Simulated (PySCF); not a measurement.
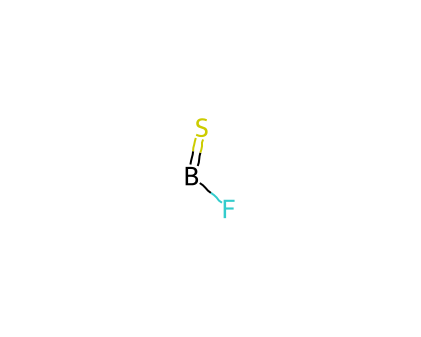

Structural formula above. Computed geometry: PBE0-D3(BJ)/def2-SVP optimisation. No frequency run is at hand to confirm it as a minimum.

Describe the 3D structure.

Formula BSF. As SMILES it reads `FB=S`. The point group is C∞v. All atoms lie on one line. Coordination: 1 B linear.

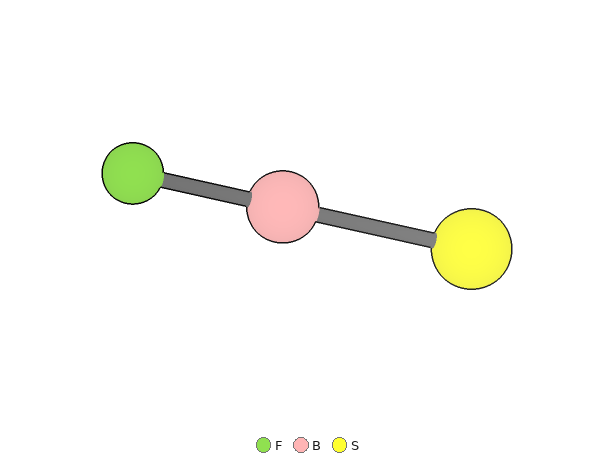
